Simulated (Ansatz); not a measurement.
# C₃H₉BrGe: taking an electron away

Aim: the vertical ionisation energy of C₃H₉BrGe, as cation minus neutral at the neutral's geometry, on several levels, and how well −ε(HOMO) stands in for it.

The runs use Ansatz 0.2.0, Gaussian basis; unrestricted cation, the program's frozen cores in correlated methods.

Levels to be run: UKS PBE-D4/def2-TZVPP; UKS r2SCAN-D4/def2-TZVPP; UKS PBE0-D4/def2-TZVPP; UKS B3LYP-D4/def2-TZVPP; UKS wB97X-V/def2-TZVPP; UKS wB97M-V/def2-TZVPP; UKS B2PLYP/def2-TZVPP; UHF-CCSD(T)/def2-TZVPP; UHF-MP2/def2-QZVPP; extrapolation to the limit; then −ε(HOMO) from the neutral's earlier runs with LDA (SPW92), PBE-D4, revPBE-D4, BLYP-D4, r2SCAN-D4, B97M-V, PBE0-D4, B3LYP-D4, r2SCANh-D4, r2SCAN0-D4, HSE06-D4, BHLYP-D4, CAM-B3LYP-D4, LC-ωPBE, ωB97X-V, ωB97M-V.

### 1 Structure used throughout

All runs share one geometry, relaxed beforehand with PBE0-D4 in a triple-zeta def2 set.

SMILES `[CH3][Ge]([CH3])([CH3])[Br]`, 14 atoms, charge 0, spin multiplicity 1.

Atoms are counted from 1 here; the program's logs count them from 0.

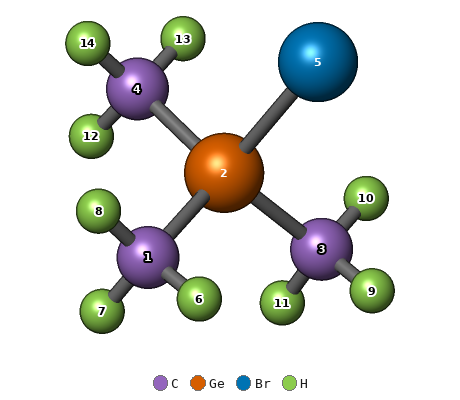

The geometry (carbon purple, germanium orange, bromine blue, hydrogen green); atoms are numbered from 1 in the order of the file.

### 2 Cation, UKS PBE-D4/def2-TZVPP

Contents of in.yaml:

```yaml
crystal:
  periodic: [false, false, false]
  atoms:
    - {symbol: C, position_ang: [-1.762756, 0.645234, -0.007202]}
    - {symbol: Ge, position_ang: [0.137205, 0.270975, -0.199142]}
    - {symbol: C, position_ang: [1.082166, 0.318062, 1.501322]}
    - {symbol: C, position_ang: [0.478006, -1.364646, -1.196813]}
    - {symbol: Br, position_ang: [1.019282, 2.015199, -1.484467]}
    - {symbol: H, position_ang: [-1.908536, 1.603844, 0.491315]}
    - {symbol: H, position_ang: [-2.238151, -0.138532, 0.587242]}
    - {symbol: H, position_ang: [-2.239167, 0.683028, -0.987157]}
    - {symbol: H, position_ang: [0.924856, 1.278803, 1.992173]}
    - {symbol: H, position_ang: [2.151283, 0.176402, 1.341253]}
    - {symbol: H, position_ang: [0.713747, -0.477046, 2.153798]}
    - {symbol: H, position_ang: [0.089737, -2.224349, -0.645623]}
    - {symbol: H, position_ang: [1.549737, -1.496609, -1.347414]}
    - {symbol: H, position_ang: [-0.010508, -1.319665, -2.170486]}
basis:
  gaussian: {orbitals: def2-TZVPP}
total_charge: 1
magnetization: {spin_polarized: true, initial_magnetization: 1}
hamiltonian: {xc: pbe, dispersion: d4}
```

Run with:

```bash
> ansatz run in.yaml --threads 2 --pin off --events-out ev --progress --plain --max-ram 32768MiB --backend cuda --devices 0, --max-vram 18GiB
```

The runs that follow: Cation, UKS r2SCAN-D4/def2-TZVPP; Cation, UKS PBE0-D4/def2-TZVPP; Cation, UKS B3LYP-D4/def2-TZVPP; Cation, UKS wB97X-V/def2-TZVPP; Cation, UKS wB97M-V/def2-TZVPP; Cation, UKS B2PLYP (frozen core)/def2-TZVPP; Cation, UHF-CCSD(T)/def2-TZVPP; Cation, UHF-MP2/def2-QZVPP.

Before running them: what should the planned runs give, taken together? Wanted: ionisation energy, CCSD(T)/CBS; nearest functional by difference; nearest −ε(HOMO); −ε(HOMO) of PBE; T1 of the cation.

As calculated:

| quantity | value |
| --- | --- |
| ionisation energy, CCSD(T)/CBS | 10.18 eV |
| nearest functional by difference | ωB97X-V (-0.15 eV) |
| nearest −ε(HOMO) | ωB97X-V (-0.09 eV) |
| −ε(HOMO) of PBE | 6.48 eV |
| T1 of the cation | 0.024 |

What this shows: By cation minus neutral, the functionals miss by 0.78 eV at most. The PBE orbital energy is 3.7 eV too small: a semilocal HOMO is no ionisation energy. Among orbital estimates ωB97X-V comes nearest. Hartree-Fock falls 0.99 eV short, as the neutral has more correlation energy than the cation. Correlated methods include outer-core shells of Br, Ge, which these sets cover unevenly. With outer-core shells in play the reference is unsure by up to some tenths of an eV, so close misses can't be ranked.
